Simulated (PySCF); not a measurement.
# C3H9As, SMILES `C[As](C)C`: electronic structure

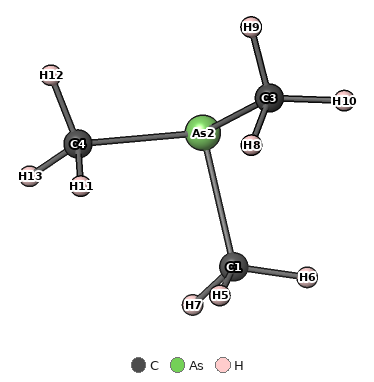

The molecule, with its atoms numbered as below. No frequency check shows the geometry to be a minimum.

Cartesian coordinates (Å):

```
C1       0.6053   -1.5894    0.5226
As2     -0.0005    0.0005   -0.4801
C3       1.0752    1.3171    0.5242
C4      -1.6786    0.2706    0.5248
H5       0.5420   -1.4165    1.5959
H6       1.6369   -1.8260    0.2683
H7      -0.0105   -2.4521    0.2705
H8       0.9604    1.1718    1.5973
H9       0.7630    2.3304    0.2701
H10      2.1289    1.2168    0.2700
H11     -1.4958    0.2391    1.5978
H12     -2.1184    1.2347    0.2725
H13     -2.3996   -0.5047    0.2716
```

### 1. Bonding charge

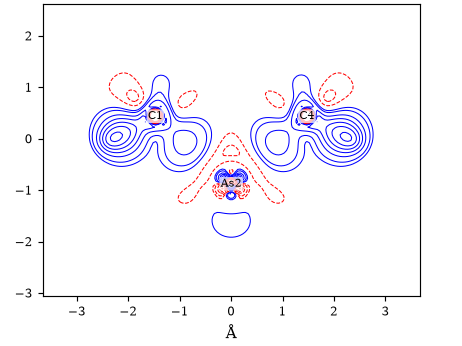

Deformation density (molecule less spherical, spin-averaged free atoms) in the plane of C1, As2 and C4; contours at ±0.05 to ±0.8 e/Å³; solid blue lines: gain, dashed red lines: loss.

Method: PBE/def2-TZVP; geometry: GFN2-xTB; program: PySCF.

Question: Describe the bonding that the map shows.

Answer: As2–C4: +0.18 e/Å³ at the bond critical point (bond length 1.97 Å, Mayer order 1.0). C1–As2: +0.18 e/Å³ at the bond critical point (bond length 1.98 Å, Mayer order 1.0). In all, 2.5 electrons gather in the regions of gain relative to the promolecule.

Question: Where do the Hirshfeld charges lie?

Answer: The highest Hirshfeld charge is on As2 (+0.18 e), the lowest on C1, C3 and C4 (−0.17 e).

### 2. Local ionisation energy

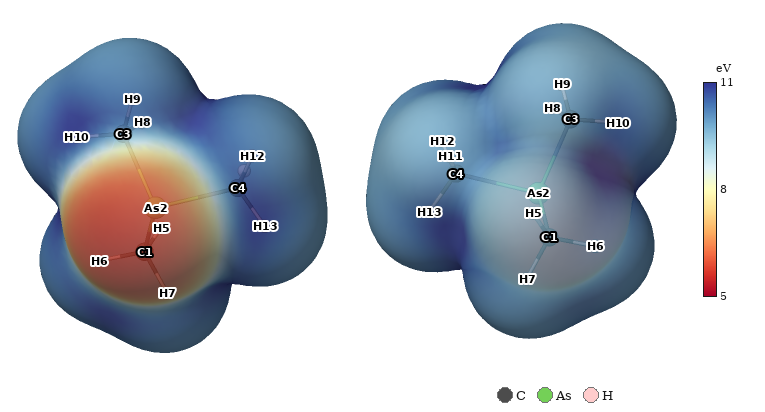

Average local ionisation energy on the surface of electron density 0.001 a.u. (back view left, front view right).

Question: Where are the most loosely bound electrons on this surface?

Answer: The lowest value is 5.8 eV, 2.5 Å from As2. Further minima include 9.4 eV, 1.4 Å from H11, and at like points elsewhere. For comparison, the highest occupied orbital lies at −5.4 eV.

### 3. In an electric field

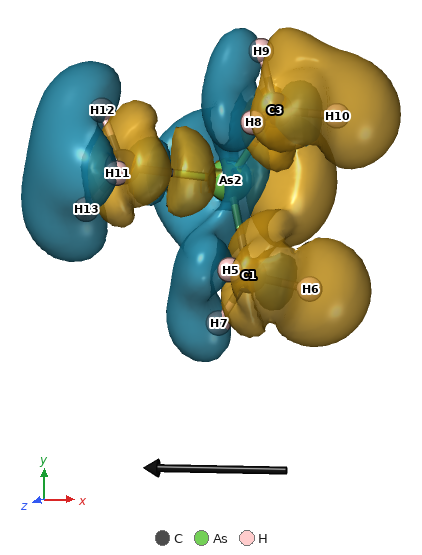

Change of the electron density in a uniform field of 0.21 V/Å along −x (arrow), surfaces at ±0.001 e/Å³ (yellow: gain, teal: loss).

Computed with PySCF, PBE/def2-TZVP, geometry: GFN2-xTB. A basis without diffuse functions makes polarisabilities too small.

The field was applied in both directions; the picture shows the one opposite to the script's first.

Question: How large is the response?

Answer: The induced dipole is 0.76 D (along the field); α along this axis, from the fields in both directions, is 75 bohr³ (11.1 Å³).

### 4. Removing or adding an electron

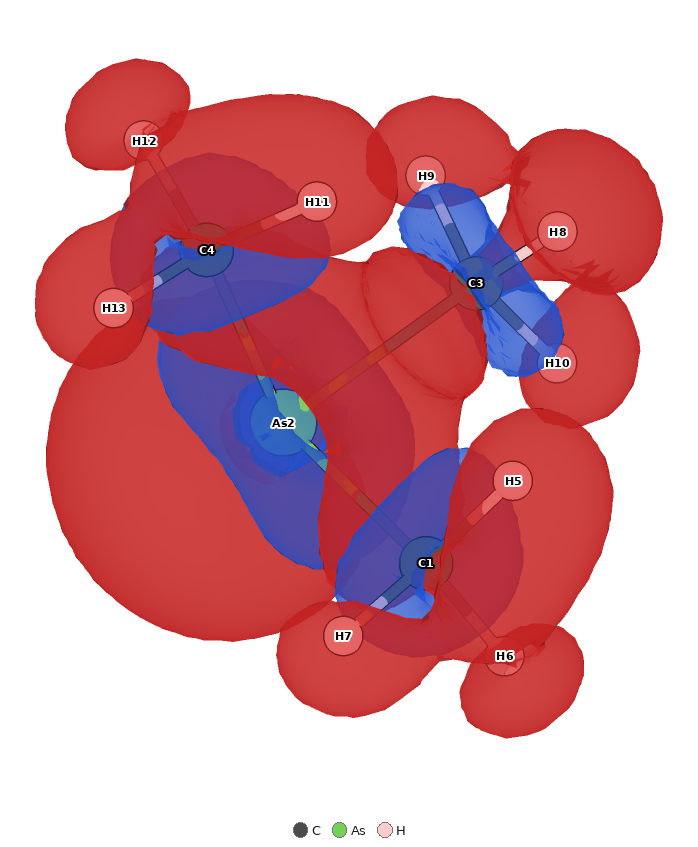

Fukui function f⁻ = ρ(N) − ρ(N−1) at fixed geometry, surfaces at ±0.015 e/Å³ (red positive, blue negative).

Computed with PySCF, PBE/def2-TZVP, geometry: GFN2-xTB.

Question: On which atoms does the density change most on removal of an electron?

Answer: f⁻ (Hirshfeld-condensed) is largest on As2 (0.40); the vertical ionisation energy is 8.48 eV (the stability of the cation's solution wasn't checked). Condensed values hint at sites of electrophilic attack but needn't mark the atom that reacts. Orbital relaxation makes it negative in places (0.18 e in all).
